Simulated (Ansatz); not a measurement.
Molecule (SMILES): [CH]=O (CH-O), doublet.
Atoms: C1, O2, H3. Bonds: C1-O2, C1-H3.

Basis-set convergence of the highest harmonic wavenumber at B3LYP with Ansatz (a quantum-chemistry and plane-wave program). Each level at its own minimum, finite differences of forces, unscaled; the reference is a large set that could be run, not a limit. Cartesian d functions, on some or all atoms, in 6-31G*; all else is spherical. The program fits the integrals of some runs and decomposes those of others, by size. Core-valence sets carry the plain set on hydrogen. Open shells are unrestricted. No added dispersion term, no relativity. Reference: the value in def2-QZVPPD, 2649 cm⁻¹, itself unsure by roughly 4 cm⁻¹ (its mean distance from pcseg-3, def2-QZVPP, cc-pVQZ). Deviations are taken from unrounded values.

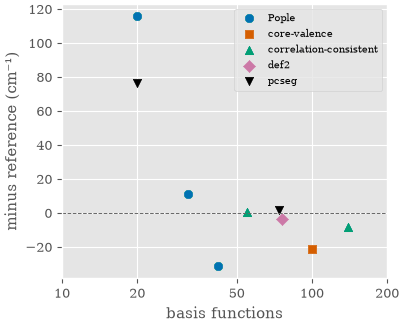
Fig. 1. Deviation from the reference against the number of basis functions, by family of sets.

```csv
basis,functions,highest harmonic wavenumber (cm⁻¹),minus reference (cm⁻¹)
6-31G,20,2765,116
pcseg-0,20,2726,76
6-31G*,32,2661,11
6-311G**,42,2618,-31
aug-cc-pVDZ,55,2650,1
pcseg-2,74,2651,2
def2-TZVPP,76,2646,-3
cc-pCVTZ,100,2628,-21
cc-pVQZ,140,2641,-8
```
